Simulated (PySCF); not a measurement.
CH5Cl3GeSi, SMILES [SiH3][CH2][Ge]([Cl])([Cl])[Cl] at its PBE0/def2-SVP optimised geometry (Å):

```
11

Si    -0.4706     1.7078    -1.5242
C     -0.8729     0.6558     0.0000
Ge    -0.1791    -1.1416     0.0000
Cl    -0.8280    -2.2304    -1.7306
Cl    -0.8281    -2.2326     1.7308
Cl     1.9657    -1.1416     0.0000
H      1.0077     1.7999    -1.7000
H     -1.0826     1.0988    -2.7399
H     -1.0337     3.0750    -1.3150
H     -0.4737     1.1416     0.9059
H     -1.9657     0.5725     0.1210
```

Computed with PBE0/def2-TZVP (PySCF).

Map of the deformation density (molecule minus spherical neutral atoms) (e/bohr³) on the plane z = 1.0 Å:

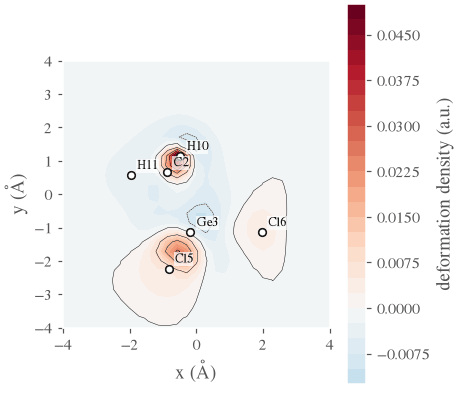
Deformation density (molecule minus spherical neutral atoms) (e/bohr³) on the plane z = 1.0 Å.
